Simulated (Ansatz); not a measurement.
# GaH2+ (triplet): wave-function methods side by side at scale of all distances = 2.030, aug-cc-pVTZ

Aim: climb from Hartree-Fock through coupled cluster and multireference methods for GaH2+ (triplet) at one geometry and basis, and see what each rung misses.

Computed with Ansatz 0.2.0, Gaussian basis. Level: aug-cc-pVTZ, core rule «outside noble gas», up to 14 orbitals frozen.

To be run: UHF; CCSD(T) on ROHF; CCSD(T) on UHF; BCCD(T) on ROHF; CCSDT(Q) on ROHF; CCSDT(Q) on UHF; CASSCF and NEVPT2, 4 electrons in 6 orbitals; Full CI.

8 further runs of the same task are left out: 6 that didn't finish, 2 set aside as unsound or not needed.

## 1. What is computed

The geometry derives from a PBE0/def2-TZVP stationary point (not a proven minimum). All distances are scaled together. No spin-orbit coupling is included. The filled d shell of Ga may be among the frozen orbitals whatever the setting's name suggests; the logs give the count.

3 atoms, charge 1, spin multiplicity 3.

Atoms are counted from 1 here; the program's logs count them from 0.

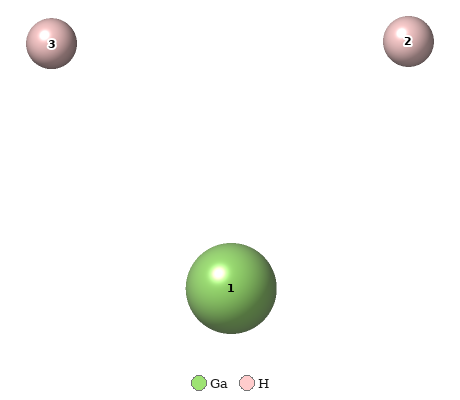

The geometry (gallium green, hydrogen pink); atoms are numbered from 1 in the order of the file.

Coordinates:

| atom | x (Å) | y (Å) | z (Å) |
| --- | --- | --- | --- |
| Ga1 | 0.0000 | 0.0000 | -0.0816 |
| H2 | 0.0000 | 2.1077 | 2.8237 |
| H3 | 0.0000 | -2.1077 | 2.8237 |

In the tables R marks a restricted open-shell determinant and U an unrestricted one; 'valence' is the active space of 4 electrons in 6 orbitals; energies count from the table's Hartree-Fock row.

## 2. UHF

in.yaml reads:

```yaml
crystal:
  periodic: [false, false, false]
  atoms:
    - {symbol: Ga, position_ang: [0.000000, 0.000000, -0.081642]}
    - {symbol: H, position_ang: [0.000000, 2.107652, 2.823747]}
    - {symbol: H, position_ang: [0.000000, -2.107652, 2.823747]}
basis:
  gaussian: {orbitals: aug-cc-pVTZ}
total_charge: 1
magnetization: {spin_polarized: true, initial_magnetization: 2}
hamiltonian: {xc: hf}
output: {orbitals: {seedname: orbitals}}
```

Run with:

```bash
> ansatz run in.yaml --threads 1 --pin off --events-out ev --progress --plain --max-ram 2393MiB
```

What it wrote:

```text
Functional definition: HF
  name "HF"
  cite "Fock, Z. Phys. 61, 126 (1930) doi:10.1007/BF01340294"
  parent pbe
  exchange = exact_x
  correlation = 0
671 factors; their error is unknown
mean field evaluation 1: about -52354.7978 eV, gradient 5.3e0 eV
mean field evaluation 2: about -52355.2357 eV, gradient 2.0e0 eV
mean field evaluation 4: about -52355.3138 eV, gradient 1.1e-1 eV
mean field evaluation 8: about -52356.3190 eV, gradient 2.4e-2 eV
mean field -52356.31908183 eV, -1924.0592378697 hartree, gradient 1.3e-5 eV, S^2 2.000226; 0 other end points of the search recorded, 0 dependent functions left out
reference -52356.31908183 eV, -1924.0592378697 hartree; 17, 15 occupied and 88, 90 virtual orbitals, 671 factors
Total energy: -52356.31908183 eV, -1924.0592378697 hartree
```

Wall time 0.87 s (1 thread of Arm Neoverse V2, shared host).

From the report: ⟨S²⟩ of the determinant 2.000 (pure triplet: 2.00).

## 3. CCSD(T) on ROHF

in.yaml, as its differences from that of step 2:

```diff
@@ -9,4 +9,4 @@
 total_charge: 1
-magnetization: {spin_polarized: true, initial_magnetization: 2}
-hamiltonian: {xc: hf}
-output: {orbitals: {seedname: orbitals}}
+magnetization: {spin_polarized: false, initial_magnetization: 2}
+correlation: {method: ccsd_t, electrons: outside_noble_gas}
+output: {forces: true}
```

The command is unchanged.

What it wrote, cut to the lines that bear on the results:

```text
Functional definition: HF
  name "HF"
  cite "Fock, Z. Phys. 61, 126 (1930) doi:10.1007/BF01340294"
  parent pbe
[...]
618 factors; integrals over basis functions are off by at most 9.8e-4 eV
[...]
mean field -52356.31931895 eV, -1924.0592465836 hartree, gradient 2.8e-6 eV, S^2 2.000000; 0 other end points of the search recorded, 0 dependent functions left out
14 core orbitals not correlated: weight in the atoms' cores, before any rotation towards them, 1.000 or more for the frozen orbitals, at most 0.000 for the correlated occupied ones
reference -52356.31931895 eV, -1924.0592465836 hartree; 3, 1 occupied and 88, 90 virtual orbitals, 618 factors
second order -0.73217020 eV of doubles, -0.00026158 eV of singles
cycle   1  -0.91106505 eV  change   -1.8e-1 eV  update   4.8e-2
[...]
cycle  10  -1.03236516 eV  change   -2.7e-6 eV  update   2.8e-6
perturbative correction -0.00189666 eV, -0.0000697011 hartree
[...]
Total energy: -52357.35358078 eV, -1924.0972550047 hartree
Atom 0 at     0.000000     0.000000    -0.081642 Å, force     0.000000     0.000000     0.061596 eV/Å
Atom 1 at     0.000000     2.107652     2.823747 Å, force    -0.000000    -0.022191    -0.030798 eV/Å
Atom 2 at     0.000000    -2.107652     2.823747 Å, force    -0.000000     0.022191    -0.030798 eV/Å
Dipole moment:     0.000000     0.000000    -0.065094 e Å
```

Wall time 20 s (1 thread of Arm Neoverse V2, shared host); peak memory 0.81 GiB.

From the report: correlation -1.0343 eV; T1 0.005; largest double amplitude 0.09.

## 4. CCSD(T) on UHF

in.yaml, as its differences from that of step 3:

```diff
@@ -9,3 +9,3 @@
 total_charge: 1
-magnetization: {spin_polarized: false, initial_magnetization: 2}
+magnetization: {spin_polarized: true, initial_magnetization: 2}
 correlation: {method: ccsd_t, electrons: outside_noble_gas}
```

The command is unchanged.

What it wrote, cut to the lines that bear on the results:

```text
Functional definition: HF
  name "HF"
  cite "Fock, Z. Phys. 61, 126 (1930) doi:10.1007/BF01340294"
  parent pbe
[...]
618 factors; integrals over basis functions are off by at most 9.8e-4 eV
[...]
mean field -52356.31981533 eV, -1924.0592648254 hartree, gradient 7.6e-7 eV, S^2 2.000226; 0 other end points of the search recorded, 0 dependent functions left out
14 core orbitals not correlated: weight in the atoms' cores, before any rotation towards them, 1.000 or more for the frozen orbitals, at most 0.000 for the correlated occupied ones
reference -52356.31981533 eV, -1924.0592648254 hartree; 3, 1 occupied and 88, 90 virtual orbitals, 618 factors
second order -0.73194322 eV of doubles, -0.00000000 eV of singles
cycle   1  -0.91051613 eV  change   -1.8e-1 eV  update   4.8e-2
[...]
cycle  11  -1.03187560 eV  change   -2.7e-9 eV  update   7.0e-7
perturbative correction -0.00189320 eV, -0.0000695739 hartree
[...]
Total energy: -52357.35358414 eV, -1924.0972551282 hartree
Atom 0 at     0.000000     0.000000    -0.081642 Å, force     0.000000     0.000000     0.061609 eV/Å
Atom 1 at     0.000000     2.107652     2.823747 Å, force    -0.000000    -0.022196    -0.030805 eV/Å
Atom 2 at     0.000000    -2.107652     2.823747 Å, force    -0.000000     0.022196    -0.030805 eV/Å
Dipole moment:     0.000000     0.000000    -0.065093 e Å
```

It took 20 s on 1 thread of Arm Neoverse V2, shared host; peak memory 0.81 GiB.

From the report: ⟨S²⟩ of the determinant 2.000 (pure triplet: 2.00); correlation -1.0338 eV; T1 0.005; largest double amplitude 0.09.

## 5. BCCD(T) on ROHF

in.yaml, as its differences from that of step 4:

```diff
@@ -9,4 +9,3 @@
 total_charge: 1
-magnetization: {spin_polarized: true, initial_magnetization: 2}
-correlation: {method: ccsd_t, electrons: outside_noble_gas}
-output: {forces: true}
+magnetization: {spin_polarized: false, initial_magnetization: 2}
+correlation: {method: bccd_t, electrons: outside_noble_gas}
```

The command is unchanged.

What it wrote, cut to the lines that bear on the results:

```text
Functional definition: HF
  name "HF"
  cite "Fock, Z. Phys. 61, 126 (1930) doi:10.1007/BF01340294"
  parent pbe
[...]
618 factors; integrals over basis functions are off by at most 9.8e-4 eV
[...]
mean field -52356.31931895 eV, -1924.0592465836 hartree, gradient 2.8e-6 eV, S^2 2.000000; 0 other end points of the search recorded, 0 dependent functions left out
14 core orbitals not correlated: weight in the atoms' cores, before any rotation towards them, 1.000 or more for the frozen orbitals, at most 0.000 for the correlated occupied ones
reference -52356.31931895 eV, -1924.0592465836 hartree; 3, 1 occupied and 88, 90 virtual orbitals, 618 factors
second order -0.73217020 eV of doubles, -0.00026158 eV of singles
cycle   1  -0.91159867 eV  change   -1.8e-1 eV  update   4.8e-2
[...]
cycle  10  -1.03235255 eV  change   -4.3e-6 eV  update   3.9e-6
perturbative correction -0.00191664 eV, -0.0000704353 hartree
Total energy: -52357.35358814 eV, -1924.0972552754 hartree
```

Wall time 4.4 s (1 thread of Arm Neoverse V2, shared host); peak memory 0.52 GiB.

From the report: correlation -1.0343 eV; largest double amplitude 0.09.

## 6. CCSDT(Q) on ROHF

in.yaml, as its differences from that of step 5:

```diff
@@ -10,2 +10,2 @@
 magnetization: {spin_polarized: false, initial_magnetization: 2}
-correlation: {method: bccd_t, electrons: outside_noble_gas}
+correlation: {method: ccsdt_q, electrons: outside_noble_gas}
```

The command is unchanged.

What it wrote, cut to the lines that bear on the results:

```text
Functional definition: HF
  name "HF"
  cite "Fock, Z. Phys. 61, 126 (1930) doi:10.1007/BF01340294"
  parent pbe
[...]
1207 factors; integrals over basis functions are off by at most 2.0e-7 eV
[...]
mean field -52356.31931920 eV, -1924.0592465928 hartree, gradient 9.0e-7 eV, S^2 2.000000; 0 other end points of the search recorded, 0 dependent functions left out
14 core orbitals not correlated: weight in the atoms' cores, before any rotation towards them, 1.000 or more for the frozen orbitals, at most 0.000 for the correlated occupied ones
reference -52356.31931920 eV, -1924.0592465928 hartree; 3, 1 occupied and 88, 90 virtual orbitals, 1207 factors
second order -0.73217885 eV of doubles, -0.00026158 eV of singles
cycle   1  -0.91106393 eV  change   -1.8e-1 eV  update   4.8e-2
[...]
cycle  13  -1.03497703 eV  change    2.3e-7 eV  update   2.2e-7
perturbative correction -0.00000144 eV, -0.0000000529 hartree
Total energy: -52357.35429767 eV, -1924.0972813501 hartree
```

Run time: 82 s. Hardware: 1 thread of Arm Neoverse V2, shared host; peak memory 1.3 GiB.

From the report: correlation -1.0350 eV; T1 0.005; largest double amplitude 0.09.

## 7. CCSDT(Q) on UHF

in.yaml, as its differences from that of step 6:

```diff
@@ -9,3 +9,3 @@
 total_charge: 1
-magnetization: {spin_polarized: false, initial_magnetization: 2}
+magnetization: {spin_polarized: true, initial_magnetization: 2}
 correlation: {method: ccsdt_q, electrons: outside_noble_gas}
```

Same command.

What it wrote, cut to the lines that bear on the results:

```text
Functional definition: HF
  name "HF"
  cite "Fock, Z. Phys. 61, 126 (1930) doi:10.1007/BF01340294"
  parent pbe
[...]
1207 factors; integrals over basis functions are off by at most 2.0e-7 eV
[...]
mean field -52356.31981558 eV, -1924.0592648345 hartree, gradient 1.0e-6 eV, S^2 2.000226; 0 other end points of the search recorded, 0 dependent functions left out
14 core orbitals not correlated: weight in the atoms' cores, before any rotation towards them, 1.000 or more for the frozen orbitals, at most 0.000 for the correlated occupied ones
reference -52356.31981558 eV, -1924.0592648345 hartree; 3, 1 occupied and 88, 90 virtual orbitals, 1207 factors
second order -0.73195188 eV of doubles, -0.00000000 eV of singles
cycle   1  -0.91051493 eV  change   -1.8e-1 eV  update   4.8e-2
[...]
cycle  13  -1.03448237 eV  change    1.8e-7 eV  update   2.1e-7
perturbative correction -0.00000147 eV, -0.0000000540 hartree
Total energy: -52357.35429942 eV, -1924.0972814144 hartree
```

Wall time 81 s (1 thread of Arm Neoverse V2, shared host); peak memory 1.3 GiB.

From the report: ⟨S²⟩ of the determinant 2.000 (pure triplet: 2.00); correlation -1.0345 eV; T1 0.005; largest double amplitude 0.09.

## 8. CASSCF and NEVPT2, 4 electrons in 6 orbitals

in.yaml, as its differences from that of step 7:

```diff
@@ -9,3 +9,3 @@
 total_charge: 1
-magnetization: {spin_polarized: true, initial_magnetization: 2}
-correlation: {method: ccsdt_q, electrons: outside_noble_gas}
+magnetization: {spin_polarized: false, initial_magnetization: 2}
+correlation: {method: sc_nevpt2, electrons: outside_noble_gas, active_space: {window: {electrons: 4, orbitals: 6}, shells: [{species: Ga, l: s, shell: 4}, {species: Ga, l: p, shell: 4}, {species: H, l: s, shell: 1}]}}
```

Same command.

What it wrote:

```text
Functional definition: HF
  name "HF"
  cite "Fock, Z. Phys. 61, 126 (1930) doi:10.1007/BF01340294"
  parent pbe
  exchange = exact_x
  correlation = 0
1207 factors; integrals over basis functions are off by at most 2.0e-7 eV
mean field evaluation 1: about -52355.5243 eV, gradient 6.9e0 eV
mean field evaluation 2: about -52355.5246 eV, gradient 6.9e0 eV
mean field evaluation 4: about -52356.3055 eV, gradient 9.6e-1 eV
mean field evaluation 8: about -52356.3191 eV, gradient 1.0e-1 eV
mean field -52356.31931920 eV, -1924.0592465928 hartree, gradient 9.0e-7 eV, S^2 2.000000; 0 other end points of the search recorded, 0 dependent functions left out
reference -52356.31931920 eV, -1924.0592465928 hartree; 17, 15 occupied and 88, 90 virtual orbitals, 1207 factors
state -52357.26750703 eV, -1924.0940918528 hartree
state -52357.26750703 eV, -1924.0940918528 hartree; corrected -52357.32691051 eV, -1924.0962748904 hartree
Total energy: -52357.32691051 eV, -1924.0962748904 hartree
Checks for a lower state left out: starts, orbital_swaps
```

Run time: 4.2 s. Hardware: 1 thread of Arm Neoverse V2, shared host.

From the report: 60 determinants; active occupations 1.90, 1.00, 1.00, 0.03, 0.03, 0.03.

## 9. Full CI

in.yaml reads:

```yaml
crystal:
  periodic: [false, false, false]
  atoms:
    - {symbol: Ga, position_ang: [0.000000, 0.000000, -0.081642]}
    - {symbol: H, position_ang: [0.000000, 2.107652, 2.823747]}
    - {symbol: H, position_ang: [0.000000, -2.107652, 2.823747]}
basis:
  gaussian: {orbitals: aug-cc-pVTZ}
total_charge: 1
magnetization: {spin_polarized: false, initial_magnetization: 2}
correlation: {method: fci, electrons: outside_noble_gas}
```

Launched as before.

What it wrote:

```text
Functional definition: HF
  name "HF"
  cite "Fock, Z. Phys. 61, 126 (1930) doi:10.1007/BF01340294"
  parent pbe
  exchange = exact_x
  correlation = 0
1207 factors; integrals over basis functions are off by at most 2.0e-7 eV
mean field evaluation 1: about -52355.5243 eV, gradient 6.9e0 eV
mean field evaluation 2: about -52355.5246 eV, gradient 6.9e0 eV
mean field evaluation 4: about -52356.3055 eV, gradient 9.6e-1 eV
mean field evaluation 8: about -52356.3191 eV, gradient 1.0e-1 eV
mean field -52356.31931920 eV, -1924.0592465928 hartree, gradient 9.0e-7 eV, S^2 2.000000; 0 other end points of the search recorded, 0 dependent functions left out
mean field evaluation 16: about -52355.8036 eV, gradient 5.3e0 eV
14 core orbitals not correlated: weight in the atoms' cores, before any rotation towards them, 1.000 or more for the frozen orbitals, at most 0.000 for the correlated occupied ones
reference -52356.31931920 eV, -1924.0592465928 hartree; 3, 1 occupied and 88, 90 virtual orbitals, 1207 factors
state -52357.35430197 eV, -1924.0972815081 hartree
Total energy: -52357.35430197 eV, -1924.0972815081 hartree
```

Wall time 63 s (1 thread of Arm Neoverse V2, shared host); peak memory 0.79 GiB.

From the report: 4,238,676 determinants, symmetry B2.

## 10. How many determinants matter

Natural occupations of the FCI state about the gap (report; correlated orbitals 1 to 10): 1.906, 1.000, 0.999, 0.031, 0.030, 0.030, 0.001, 0.000, 0.000, 0.000. The count of effectively unpaired electrons, Σ n²(2 − n)², is 2.04; a single determinant of this spin has 2.

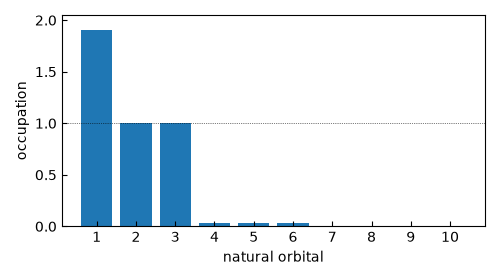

Natural occupations of the FCI state.

## 11. The ladder

The yardstick is full CI for this spin, exact in this basis with these frozen cores. Rows without a time come out of other runs: HF, MP2 and CCSD of CCSD(T), CCSDT of CCSDT(Q), CASSCF and MRCISD of the multireference runs. The times of RCCSD(T), UCCSD(T) include forces.

Differences are taken before rounding.

| method | energy from the lowest RHF (meV) | from FCI (meV) | time |
| --- | --- | --- | --- |
| RHF | 0.0 | +1035.0 |  |
| UHF | -0.5 | +1034.5 |  |
| RMP2 | -732.4 | +302.6 |  |
| UMP2 | -732.4 | +302.5 |  |
| RCCSD | -1032.4 | +2.6 |  |
| UCCSD | -1032.4 | +2.6 |  |
| RCCSD(T) | -1034.3 | +0.7 | 20 s |
| UCCSD(T) | -1034.3 | +0.7 | 20 s |
| BCCD(T) | -1034.3 | +0.7 | 4.4 s |
| RCCSDT | -1035.0 | 0.0 |  |
| UCCSDT | -1035.0 | 0.0 |  |
| RCCSDT(Q) | -1035.0 | 0.0 | 82 s |
| UCCSDT(Q) | -1035.0 | 0.0 | 81 s |
| CASSCF valence | -948.2 | +86.8 |  |
| NEVPT2 valence | -1007.6 | +27.4 | 4.2 s |
| FCI | -1035.0 | 0 | 63 s |

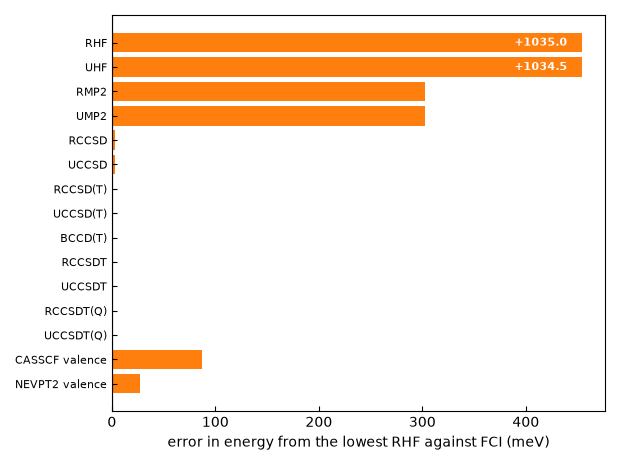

How far each level lands from FCI. Bars with a number in them are cut short.

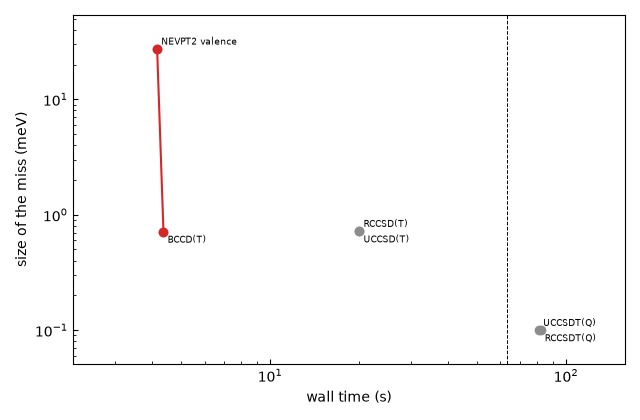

Accuracy for the time spent; red marks the levels that beat every quicker one drawn (of those quicker than the yardstick), and the dashed line is the time of FCI. Misses under 0.1 meV are drawn at that value. Times are from a shared host.

## 12. Outcome

```
                         quantity                                                                                            value
         FCI below the RHF energy                                                                                       -1.0350 eV
                    RMP2 from FCI                                                                                       +302.6 meV
                    UMP2 from FCI                                                                                       +302.5 meV
                   RCCSD from FCI                                                                                         +2.6 meV
                RCCSD(T) from FCI                                                                                         +0.7 meV
                UCCSD(T) from FCI                                                                                         +0.7 meV
               RCCSDT(Q) from FCI                                                                                          0.0 meV
               UCCSDT(Q) from FCI                                                                                          0.0 meV
          NEVPT2 valence from FCI                                                                                        +27.4 meV
levels within 1 kcal/mol (43 meV)  RCCSD, UCCSD, RCCSD(T), UCCSD(T), BCCD(T), RCCSDT, UCCSDT, RCCSDT(Q), UCCSDT(Q), NEVPT2 valence
                    T1 diagnostic                                                                                            0.005
   effectively unpaired electrons                                                                                             2.04
```

In words: RCCSD(T) misses by +0.7 meV, 0.1 % of the correlation energy. One determinant dominates. These misses are within one basis, not against nature; the frozen cores of restricted and unrestricted runs differ, which can shift their rows.

BCCD(T) reaches 0.7 meV from the reference in 4.4 s, where FCI took 63 s; the quickest level in the cost chart, NEVPT2 valence, takes 4.2 s and misses by 27.4 meV.
